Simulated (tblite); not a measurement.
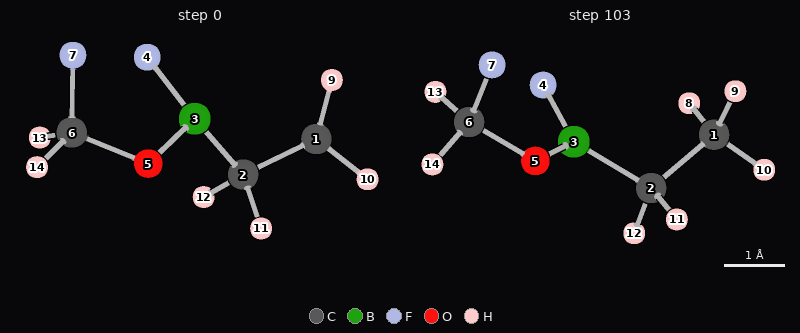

The structure of C3H7BF2O before (left) and after (right) a relaxation, at one scale.

The picture is a ball-and-stick view, seen at a tilt.

The calculation used GFN2-xTB geometry optimisation, gas phase (tblite 0.8.0). 

What changed between the two?

After 103 geometry steps the energy has fallen by 144.8 kJ/mol. The atom that moves furthest after the best rigid fit is H12 (0.82 Å). Largest moves by element: H 0.82 Å, F 0.71 Å, B 0.68 Å, O 0.38 Å, C 0.28 Å. Among the contacts that change: B3–O5 1.487 → 1.345 Å, B3–F4 1.477 → 1.338 Å, C1–C2 1.494 → 1.534 Å, C2–H11 1.127 → 1.090 Å. Among the angles between lasting bonds that change: B3–O5–C6 111.9° → 124.6°, C2–B3–O5 112.7° → 120.9°, F4–B3–O5 112.6° → 118.4°. Groups turn about C1–C2 by about 60°, O5–C6 by about 35°. Cost: 0.51 s on 1 thread of Arm Neoverse V1, on a shared host.
